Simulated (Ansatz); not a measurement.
BHClF2: nudged elastic band (part 2 of 2)

Continued. System: BHClF2, multiplicity 2. Method: UHF/6-31G* (Ansatz 0.2.0). The run did not end well. It belongs to a series of runs on one base structure; here: band between the two ends.

Geometry of the input (Å):
```
B  0.0281  0.0000  -0.2228
H  0.0286  0.0000  0.9547
Cl 1.5409  0.0000  -1.1142
F  -1.0914  0.0000  -0.8885
F  -0.0385  0.0000  3.7808
```

What the program printed, continued
```
NEB iter  57: max|band force component| = 1.482e0 eV/Å  barrier→ = 1.0702 eV  barrier← = 1.0233 eV  CI = image 2  Δτ_max = 0.0413 Å  (229 SCF iters)
NEB iter  58: max|band force component| = 9.620e-1 eV/Å  barrier→ = 1.0867 eV  barrier← = 1.0398 eV  CI = image 2  Δτ_max = 0.0446 Å  (226 SCF iters)
NEB iter  59: max|band force component| = 3.779e-1 eV/Å  barrier→ = 1.0951 eV  barrier← = 1.0482 eV  CI = image 2  Δτ_max = 0.0474 Å  (235 SCF iters)
the calculation of the forces begins
reference -18602.83970189 eV, -683.6417495867 hartree; 21, 20 occupied and 45, 46 virtual orbitals, 652 factors
these checks for a lower state are left out or cut short: starts, cluster_reference, orbital_swaps, neighbouring_geometries, increment
652 factors; integrals over basis functions are off by at most 3.1e-4 eV
mean field -18602.88841324 eV, -683.6435396960 hartree, gradient 1.7e-5 eV, S^2 0.753457; 0 other end points of the search recorded, 0 dependent functions left out
the calculation of the forces begins
reference -18602.88841324 eV, -683.6435396960 hartree; 21, 20 occupied and 45, 46 virtual orbitals, 652 factors
NEB iter  60: max|band force component| = 5.719e-1 eV/Å  barrier→ = 1.0841 eV  barrier← = 1.0371 eV  CI = image 2  Δτ_max = 0.0007 Å  (232 SCF iters)
```

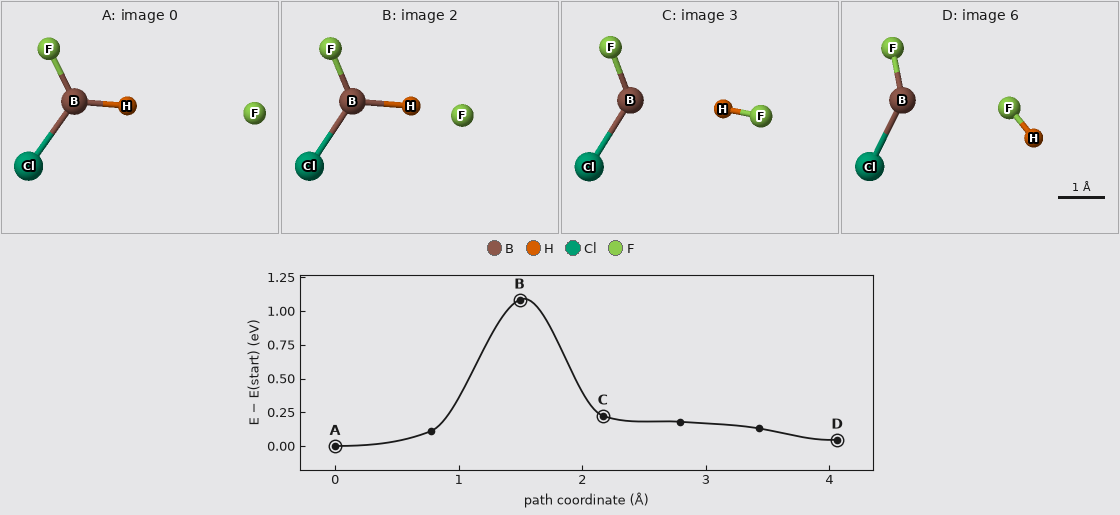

*Images of the last band (counted from 0; ball-and-stick, seen on its broad side) above the energy along the path; the line is a cubic interpolation that uses the forces.*

The highest image is number 2, 1.084 eV above the start and 1.037 eV above the end (the climbing image); the end lies 0.047 eV above the start. The path is 4.06 Å long. The band had not converged after 60 iterations. The end points carry forces over 0.1 eV/Å, so they aren't fully relaxed minima and the barriers are approximate.

```
Unfinished report: {"positions_ang":[[0.010893644309395578,0.06136449242479842,0.03198287786023664],[-0.019849313502559026,0.23526404245561153,1.3401384583940197],[1.5398008483342365,-0.07588875514993759,-0.7564888642434718],[-1.1073336493134933,-0.11204183450166195,-0.5871902156499591],[0.04418847017241993,-0.10869794522881035,2.4815567436391737]],"unchecked":["starts","cluster_reference","orbital_swaps","neighbouring_geometries","increment"],"mean_field":{"relativity":"none","state":{"energy":{"ev":-18601.934943389933,"hartree":-683.6085003252111},"converged":true,"gradient_ev":0.000027181853166064458,"stability":{"kind":"minimum","curvature_ev":5.426257964003502},"curvature_floor_ev":0.00030000000000000003,"spin_squared":0.78292384861793},"others":[],"fillings":{"estimated":0,"unestimated":0,"tried":0,"untried":0,"excluded_magnetic_sites":0},"n_dropped_functions":0,"n_trapped_functions":0,"passes":{"evaluations":4,"products":44},"factors":{"origin":"Cholesky decomposition","count":652,"bound_ev":0.0006232785242821703},"gradient_stop_ev":0.00009,"reference_kind":"stationary","symmetry":{"irreps":["A"],"axes":[[0.9999882842745137,0.004826993848599117,0.0003625522033444213],[0.00035717652587811445,0.0011144853156646191,-0.9999993151734708],[-0.004827394602052463,0.9999877289511442,0.0011127481697673245]],"occupied":[{"A":21},{"A":20}]},"held":{"pivots":652,"left_out":0,"joined":0},"density_repulsion":{"missed_ev":0.000015094085404960297,"excess_ev":0.0,"most_excess_ev":0.0001107,"are_drawn_again":false,"n_first_factors":652,"energy_change_ev":0.0,"n_dropped_ends":0}},"factors":{"origin":"Cholesky decomposition","count":652,"bound_ev":0.0006232785242821703},"n_frozen":0,"n_occupied":[21,20],"n_virtual":[45,46],"reference":{"ev":-18601.934943389933,"hartree":-683.6085003252111},"total":{"ev":-18601.934943389933,"hartree":-683.6085003252111},"forces_ev_per_angstrom":[[-0.11738131577843662,-0.2033905707801952,0.14687654575207248],[0.051666063700236194,0.24522880489644713,-0.499984799142209],[0.22696006577025862,0.05649548570623647,-0.1209858300023553],[-0.14382872857449935,0.06063904209419408,-0.07715687380992495],[-0.017416085117237287,-0.15897276191665832,0.5512509572032535]],"charge_distribution":{"dipole_moment_e_ang":[-0.017974740924691944,0.09588947832408339,-0.23346850866309016],"mulliken_charges_e":[0.4947763160169272,0.17992328019701476,-0.145419949825218,-0.24773155812713554,-0.28154808826157307],"lowdin_charges_e":[-0.34080747687086443,0.1895222245832079,0.2340695736248719,0.16896507741306444,-0.2517493987502508]},"n_threads":1,"memory_gib":1.7045454550534487,"seconds":{"hamiltonian":1.42663155,"orbitals":0.0,"second_order":0.0,"solver_start":0.0,"cycles":0.0,"cycle":0.0,"perturbative":0.0,"full_ci_increment":0.0,"forces":0.0}}
this run last wrote the band of iteration 60 to [file]
Error: NEB band did not converge after 60 iterations: max|band force component| = 5.72e-1 eV/Å (threshold 3.0e-2); raise `neb.max_iterations` in a new run, which can start from the last band evaluated (`neb.initial_path`, with `crystal.atoms` and `neb.final_atoms` set to its first and last images), add images, or start from endpoints closer to local minima. Where this run's directory can be resumed (`checkpoint.write`), a resume goes on for up to `neb.max_iterations` more; to start a new run from the last band, take its images' positions from the `neb_iteration` event of iteration 60 (`data.images[].positions_ang`), in the event stream of the run that computed that iteration (not this run's, if it was resumed behind it). With `checkpoint.write`, `steps/00-neb/state/checkpoint.json` in the run directory holds the last saved band, under `neb.evaluated.images[].positions_ang` (a band under a hybrid functional on support functions is neither saved nor resumed: `neb.initial_path` says where its path is): check the last entry of `neb.iterations` there, which is earlier than 60 if that iteration was not saved or its write failed. If the band's step has no `state` directory and holds `state.next`, a write was cut short, and the file is under `state.next` instead (behind a loss of power it can be under `state.prev`)
this run wrote the band of iteration 60 to [file] as well, whether or not its events were kept: a new run's `neb.initial_path` can list its `images[].positions_ang`
a run's events are kept only if it was started with --events-out <file>, and are in that file
```

The last band as extended XYZ (Å, eV, eV/Å)
```
5
Properties=species:S:1:pos:R:3:forces:R:3 image=0 energy=-18603.01899
B     0.0281    0.0000   -0.2228    0.0115   0.0000  -0.0036
H     0.0286    0.0000    0.9547   -0.0011   0.0000   0.0022
Cl    1.5409    0.0000   -1.1142   -0.0047   0.0000   0.0028
F    -1.0914    0.0000   -0.8885   -0.0061   0.0000  -0.0039
F    -0.0385    0.0000    3.7808    0.0004   0.0000   0.0024
5
Properties=species:S:1:pos:R:3:forces:R:3 image=1 energy=-18602.90983
B     0.0161    0.0256   -0.0554    0.0080  -0.0406  -0.1482
H    -0.0030    0.1312    1.1122    0.0152   0.0603  -0.1733
Cl    1.5363   -0.0399   -0.9243    0.0536   0.0079   0.0021
F    -1.0934   -0.0514   -0.7300   -0.0787   0.0063  -0.0227
F     0.0116   -0.0655    3.1075    0.0019  -0.0339   0.3421
5
Properties=species:S:1:pos:R:3:forces:R:3 image=2 energy=-18601.93494
B     0.0109    0.0614    0.0320   -0.1174  -0.2034   0.1469
H    -0.0198    0.2353    1.3401    0.0517   0.2452  -0.5000
Cl    1.5398   -0.0759   -0.7565    0.2270   0.0565  -0.1210
F    -1.1073   -0.1120   -0.5872   -0.1438   0.0606  -0.0772
F     0.0442   -0.1087    2.4816   -0.0174  -0.1590   0.5513
5
Properties=species:S:1:pos:R:3:forces:R:3 image=3 energy=-18602.79391
B     0.0132    0.1096   -0.2264   -0.0123   0.0065  -0.1373
H    -0.0206    0.2210    1.8432    0.0425  -0.0489   0.5414
Cl    1.5671   -0.0596   -0.9768   -0.0089  -0.0115  -0.1044
F    -1.1188   -0.0988   -0.8056    0.0131  -0.0251  -0.1500
F     0.0268   -0.1722    2.6756   -0.0344   0.0791  -0.1497
5
Properties=species:S:1:pos:R:3:forces:R:3 image=4 energy=-18602.83970
B     0.0121   -0.0721   -0.2687    0.0051  -0.0068  -0.0726
H     0.1054   -0.2024    1.9293    0.0013  -0.0598   0.1278
Cl    1.5361    0.0756   -1.0889   -0.0013   0.0127  -0.0907
F    -1.1380    0.0740   -0.8306    0.0057   0.0112  -0.0885
F    -0.0479    0.1249    2.7689   -0.0107   0.0427   0.1240
5
Properties=species:S:1:pos:R:3:forces:R:3 image=5 energy=-18602.88841
B    -0.0572   -0.3006   -0.3468   -0.0141  -0.0473  -0.0541
H     0.3604   -0.3803    2.1674    0.0361  -0.0961   0.1543
Cl    1.5035    0.1855   -0.9780   -0.0100   0.0410  -0.0169
F    -1.1662    0.1930   -0.7839   -0.0078   0.0263  -0.0415
F    -0.1729    0.3024    2.4513   -0.0042   0.0760  -0.0419
5
Properties=species:S:1:pos:R:3:forces:R:3 image=6 energy=-18602.97208
B    -0.1192   -0.4079   -0.5278   -0.0253   0.0623  -0.0167
H     0.4313   -0.3198    2.5845   -0.0459   0.0676  -0.0578
Cl    1.4759    0.2313   -0.9167   -0.0187  -0.0220   0.0123
F    -1.1870    0.3008   -0.7127    0.0446  -0.0373   0.0117
F    -0.1333    0.1956    2.0826    0.0453  -0.0706   0.0505
```
